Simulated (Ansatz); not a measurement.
Run report: GeH$_{3}$BrO, phonon calculation

GeH$_{3}$BrO, computed with RKS PBE0-D4/def2-mTZVP (Ansatz 0.2.0).

It belongs to a series of runs on one base structure; here: vibrations at the highest image of the band. Figures and captions count atoms from 1; the log counts them from 0 in places.

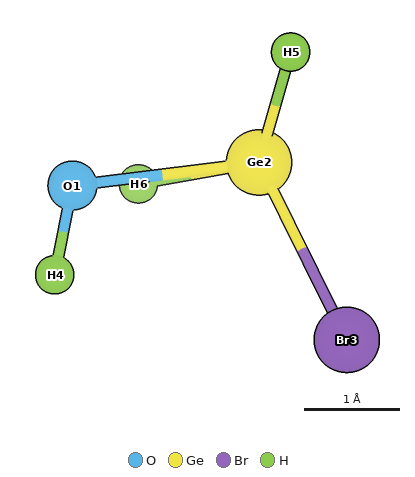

Figure 1. The structure (ball-and-stick view, seen at a tilt; atoms are numbered from 1 in the order of the input). Sticks mark near contacts. Bond lengths as drawn: Br–Ge 2.33 Å, Ge–H 1.55 to 1.63 Å, Ge–O 1.99 Å and H–O 0.97 Å.

The input
```yaml
crystal:
  periodic: [false, false, false]
  atoms:
    - { symbol: O, position_ang: [-0.170998, -1.281429, 0.059875] }
    - { symbol: Ge, position_ang: [0.627833, 0.545539, 0.091335] }
    - { symbol: Br, position_ang: [-1.170553, 1.94457, -0.390449] }
    - { symbol: H, position_ang: [-1.126573, -1.21322, 0.210514] }
    - { symbol: H, position_ang: [1.474711, 0.578604, -1.207164] }
    - { symbol: H, position_ang: [0.40768, -0.638065, 1.18959] }
basis:
  gaussian: { orbitals: def2-mTZVP }
hamiltonian:
  xc: pbe0
  dispersion: d4
phonons: {}
```

Run on 2 threads of Intel Xeon @ 2.50GHz (Skylake/Cascade Lake), 16 GiB of memory available, shared host.

Launched with:
```bash
ansatz run input.yaml --threads 2 --pin off --max-ram 3072MiB --backend cpu --events-out ev --progress --plain --runs-dir out
```

The program's output
```
Engine: ansatz 0.2.0, x86_64-unknown-linux-gnu
Functional definition: PBE0
  parameter a = 0.25
  parameter kappa = 0.804
  parameter beta = 0.06672455060314922
  exchange = (1 - a)*pbe_x(kappa = kappa, mu = beta*pi^2/3) + a*exact_x
  correlation = pbe_c(beta = beta)
1045 factors; integrals over basis functions are off by at most 6.2e-4 eV
mean field evaluation 1: about -128636.9290 eV, gradient 5.9e1 eV
mean field evaluation 2: about -128591.1734 eV, gradient 1.5e2 eV
mean field evaluation 4: about -128642.6558 eV, gradient 9.2e0 eV
mean field evaluation 8: about -128642.8310 eV, gradient 5.7e-1 eV
mean field evaluation 16: about -128642.8317 eV, gradient 3.1e-5 eV
mean field -128642.83165969 eV, -4727.5368662504 hartree, gradient 3.2e-5 eV, S^2 0.000000; 0 other end points of the search recorded, 0 dependent functions left out
the calculation of the forces begins
reference -128642.83168419 eV, -4727.5368671507 hartree; 39, 39 occupied and 66, 66 virtual orbitals, 1045 factors
these checks for a lower state are left out or cut short: stability, starts, cluster_reference, orbital_swaps, neighbouring_geometries, increment
1045 factors; integrals over basis functions are off by at most 6.2e-4 eV
mean field -128642.83143522 eV, -4727.5368580013 hartree, gradient 2.6e-6 eV, S^2 0.000000; 0 other end points of the search recorded, 0 dependent functions left out
[... from here on the field's lines of each further geometry are left out, up to the last ...]
the calculation of the forces begins
reference -128642.83172531 eV, -4727.5368686620 hartree; 39, 39 occupied and 66, 66 virtual orbitals, 1045 factors
these checks for a lower state are left out or cut short: stability, starts, cluster_reference, orbital_swaps, neighbouring_geometries, increment
1045 factors; integrals over basis functions are off by at most 6.2e-4 eV
mean field -128642.83157282 eV, -4727.5368630580 hartree, gradient 2.3e-6 eV, S^2 0.000000; 0 other end points of the search recorded, 0 dependent functions left out
the calculation of the forces begins
reference -128642.83159731 eV, -4727.5368639582 hartree; 39, 39 occupied and 66, 66 virtual orbitals, 1045 factors
WARN: phonons: modes at or below zero, which the zero-point energy, F, S and C_V leave out: 1, the lowest at -1467.91 cm⁻¹. A minimum has none, and a first-order saddle one
Total energy: -128642.92621881 eV, -4727.5403412341 hartree
Atom 0 at    -0.170998    -1.281429     0.059875 Å, force    -0.028729     0.011748     0.006161 eV/Å
Atom 1 at     0.627833     0.545539     0.091335 Å, force     0.003145    -0.025782    -0.035068 eV/Å
Atom 2 at    -1.170553     1.944570    -0.390449 Å, force     0.001634     0.004667     0.007063 eV/Å
Atom 3 at    -1.126573    -1.213220     0.210514 Å, force     0.003955    -0.020105    -0.022336 eV/Å
Atom 4 at     1.474711     0.578604    -1.207164 Å, force     0.000301     0.012663     0.009361 eV/Å
Atom 5 at     0.407680    -0.638065     1.189590 Å, force     0.019693     0.016809     0.034820 eV/Å
Dipole moment:     0.108441    -0.101679     0.147531 e Å
Vibrations: -1467.91 129.14 293.65 335.10 471.00 638.24 669.90 814.48 998.85 1868.73 2088.00 3803.10 cm⁻¹, zero-point energy 0.750736 eV
```

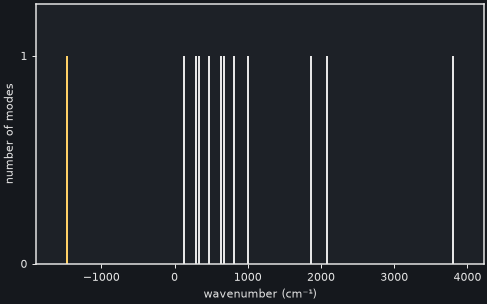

Figure 2. Harmonic vibrational wavenumbers from the force constants; neighbouring modes closer than 24 cm⁻¹ are counted in one stick, and imaginary ones are drawn at negative wavenumbers. 12 modes from 1468i to 3803 cm⁻¹, 1 imaginary beyond 8i (1468i cm⁻¹): a first-order saddle point, if the geometry is stationary.

Results in brief

```json
{"quantity": "outcome", "value": "converged"}
{"quantity": "total energy", "value": "−128642.9262 eV"}
{"quantity": "mean-field energy", "value": "−128642.8317 eV"}
{"quantity": "largest force (length of the vector)", "value": "0.044 eV/Å"}
{"quantity": "wall time", "value": "81 s (CPU time 2.5 min)"}
{"quantity": "peak memory", "value": "0.27 GiB"}
```
